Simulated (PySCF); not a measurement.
# C3H3FS (SMILES C=C1SC1F): TPSSh/cc-pVDZ

What is the vertical ionisation energy of C3H3FS at TPSSh/cc-pVDZ? 

The results are computed with PySCF 2.14.0.

**1. Starting point**

C3H3FS: 8 atoms, total charge 0, spin state singlet. SMILES: `C=C1SC1F`. Geometry: relaxed at PBE0-D4/def2-TZVP.

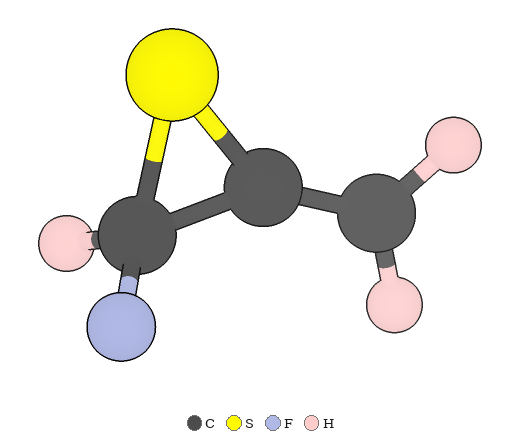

Viewed from a chosen angle; carbon dark grey, sulfur yellow, fluorine light blue, hydrogen pink.

**2. A single-point energy at TPSSh/cc-pVDZ**

The input, calc.py:

```python
# C=C1SC1F
from pyscf import gto, dft

mol = gto.M(
    atom=[
    ('C', (-0.031500, 1.391600, 0.301800)),
    ('C', (0.314700, 0.155900, -0.000300)),
    ('S', (1.613000, -0.867900, -0.524600)),
    ('C', (-0.139400, -1.203000, -0.166100)),
    ('F', (-0.953200, -1.501200, -1.202400)),
    ('H', (-1.053900, 1.611100, 0.585100)),
    ('H', (0.679900, 2.206300, 0.267300)),
    ('H', (-0.337300, -1.850000, 0.683400)),
],
    spin=0,
    max_memory=1860,
    verbose=3,
    charge=0,
    basis='cc-pvdz',
)

calc0 = dft.RKS(mol)
calc0.xc = 'tpssh'
calc0.conv_tol = 1e-10
calc0.grids.level = 1
calc0.kernel()
if not calc0.converged:
    calc0 = calc0.newton().run(calc0.mo_coeff, calc0.mo_occ)

e_final = calc0.e_tot
print(f'total energy: {e_final:.8f} hartree')
```

Command:

```console
$ OMP_NUM_THREADS=1 python calc.py
```

Log:

```text
converged SCF energy = -614.130650204911
total energy: -614.13065020 hartree
```

Wall time 7.5 s (1 thread of Arm Neoverse V2, shared host); peak memory 0.31 GiB.

**3. The doublet cation at the same level**

The input, run.py:

```python
from pyscf import gto, dft

mol = gto.M(
    atom='''
C     -0.059526     2.629743     0.570319
C      0.594697     0.294608    -0.000567
S      3.048128    -1.640093    -0.991350
C     -0.263428    -2.273341    -0.313884
F     -1.801287    -2.836857    -2.272207
H     -1.991582     3.044538     1.105679
H      1.284825     4.169303     0.505124
H     -0.637405    -3.495993     1.291439
''',
    spin=1,
    unit='bohr',
    verbose=4,
    max_memory=1860,
    basis='cc-pvdz',
    charge=1,
)

calc0 = dft.UKS(mol)
calc0.xc = 'tpssh'
calc0.grids.level = 1
calc0.conv_tol = 1e-10
calc0.kernel()
if not calc0.converged:
    calc0 = calc0.newton().run(calc0.mo_coeff, calc0.mo_occ)

e_final = calc0.e_tot
print(f'total energy: {e_final:.8f} hartree')
```

Command:

```console
$ OMP_NUM_THREADS=1 python run.py
```

Log:

```text
PySCF version 2.14.0

[INPUT] num. atoms = 8
[INPUT] num. electrons = 45
[INPUT] charge = 1
[INPUT] spin (= nelec alpha-beta = 2S) = 1
[INPUT] symmetry False subgroup None
[INPUT] Mole.unit = bohr
[INPUT] Symbol           X                Y                Z      unit          X                Y                Z       unit  Magmom
[INPUT]  1 C     -0.031499802657   1.391600066176   0.301799817755 AA   -0.059526000000   2.629743000000   0.570319000000 Bohr   0.0
[INPUT]  2 C      0.314700099802   0.155899839755  -0.000300043479 AA    0.594697000000   0.294608000000  -0.000567000000 Bohr   0.0
[INPUT]  3 S      1.612999873567  -0.867899839389  -0.524599828046 AA    3.048128000000  -1.640093000000  -0.991350000000 Bohr   0.0
[INPUT]  4 C     -0.139400094318  -1.203000249850  -0.166100259672 AA   -0.263428000000  -2.273341000000  -0.313884000000 Bohr   0.0
[INPUT]  5 F     -0.953200030726  -1.501200075039  -1.202400162893 AA   -1.801287000000  -2.836857000000  -2.272207000000 Bohr   0.0
[INPUT]  6 H     -1.053899808078   1.611100127380   0.585100129393 AA   -1.991582000000   3.044538000000   1.105679000000 Bohr   0.0
[INPUT]  7 H      0.679900110020   2.206300133020   0.267300109489 AA    1.284825000000   4.169303000000   0.505124000000 Bohr   0.0
[INPUT]  8 H     -0.337300200126  -1.849999825136   0.683400088093 AA   -0.637405000000  -3.495993000000   1.291439000000 Bohr   0.0

nuclear repulsion = 208.588491210209
number of shells = 34
number of NR pGTOs = 166
number of NR cGTOs = 89
basis = cc-pvdz
ecp = {}

******** <class 'pyscf.dft.uks.UKS'> ********
method = UKS
initial guess = minao
damping factor = 0
level_shift factor = 0
DIIS = <class 'pyscf.scf.diis.CDIIS'>
diis_start_cycle = 1
diis_space = 8
diis_damp = 0
SCF conv_tol = 1e-10
SCF conv_tol_grad = None
SCF max_cycles = 50
direct_scf = True
direct_scf_tol = 1e-13
number electrons alpha = 23  beta = 22
XC library pyscf.dft.libxc version 7.0.0
    S. Lehtola, C. Steigemann, M. J.T. Oliveira, and M. A.L. Marques.,  SoftwareX 7, 1–5 (2018)
XC functionals = tpssh
radial grids:
    Treutler-Ahlrichs [JCP 102, 346 (1995); DOI:10.1063/1.469408] (M4) radial grids

becke partition: Becke, JCP 88, 2547 (1988); DOI:10.1063/1.454033
pruning grids: <function nwchem_prune>
grids dens level: 1
symmetrized grids: False
atomic radii adjust function: <function treutler_atomic_radii_adjust>
small_rho_cutoff = 0
Set gradient conv threshold to 1e-05
tot grids = 34576
init E= -614.854418821957
[... the frontier-level lines of each cycle are left out ...]


cycle= 1 E= -613.741710773636  delta_E= 1.11  |g|= 0.383  |ddm|= 2.08
cycle= 2 E= -613.326099173864  delta_E= 0.416  |g|= 1.08  |ddm|= 1.18
cycle= 3 E= -613.794959797443  delta_E= -0.469  |g|= 0.135  |ddm|= 0.959
cycle= 4 E= -613.802161711413  delta_E= -0.0072  |g|= 0.0686  |ddm|= 0.206
cycle= 5 E= -613.804730575165  delta_E= -0.00257  |g|= 0.0144  |ddm|= 0.0731
cycle= 6 E= -613.804846244931  delta_E= -0.000116  |g|= 0.00715  |ddm|= 0.018
cycle= 7 E= -613.804878382383  delta_E= -3.21e-05  |g|= 0.00326  |ddm|= 0.00847
cycle= 8 E= -613.804886447541  delta_E= -8.07e-06  |g|= 0.00235  |ddm|= 0.00619
cycle= 9 E= -613.804889913318  delta_E= -3.47e-06  |g|= 0.0013  |ddm|= 0.00369
cycle= 10 E= -613.80489133995  delta_E= -1.43e-06  |g|= 0.000258  |ddm|= 0.00193
cycle= 11 E= -613.804891405826  delta_E= -6.59e-08  |g|= 0.000138  |ddm|= 0.000553
cycle= 12 E= -613.804891413819  delta_E= -7.99e-09  |g|= 8.41e-05  |ddm|= 0.000198
cycle= 13 E= -613.804891418191  delta_E= -4.37e-09  |g|= 1.94e-05  |ddm|= 0.000119
cycle= 14 E= -613.804891418508  delta_E= -3.17e-10  |g|= 7.41e-06  |ddm|= 3.25e-05
cycle= 15 E= -613.80489141855  delta_E= -4.16e-11  |g|= 3.66e-06  |ddm|= 1.16e-05
Extra cycle  E= -613.80489141853  delta_E= 1.91e-11  |g|= 6.75e-06  |ddm|= 9.84e-06
converged SCF energy = -613.80489141853  <S^2> = 0.76642918  2S+1 = 2.0163622
total energy: -613.80489142 hartree
```

It took 16 s on 1 thread of Arm Neoverse V2, shared host; peak memory 0.32 GiB.

**4. Outcome**

Level: TPSSh/cc-pVDZ.

| quantity | value |
| --- | --- |
| singlet C3H3FS: total energy | -614.13065 Eh |
| singlet C3H3FS: dipole moment | 1.43 D |
| singlet C3H3FS: HOMO energy | -6.11 eV |
| singlet C3H3FS: LUMO energy | -0.77 eV |
| singlet C3H3FS: HOMO–LUMO gap | 5.34 eV |
| doublet cation: total energy | -613.80489 Eh |
| doublet cation: HOMO energy (highest over α and β) | -13.80 eV |
| doublet cation: LUMO energy (lowest over α and β) | -11.59 eV |
| doublet cation: ⟨S²⟩ | 0.766 |
| vertical ionisation energy (to the doublet cation) | 8.864 eV |

What this shows: Removing an electron at fixed nuclei costs 8.86 eV (204 kcal/mol). The negative HOMO energy of the first species, 6.11 eV, lies 2.75 eV below that difference. Mulliken charges (singlet C3H3FS) run from -0.18 on F5 to +0.20 on C4; they depend strongly on the basis. Mulliken charges (doublet cation) run from -0.15 on C2 to +0.44 on S3.
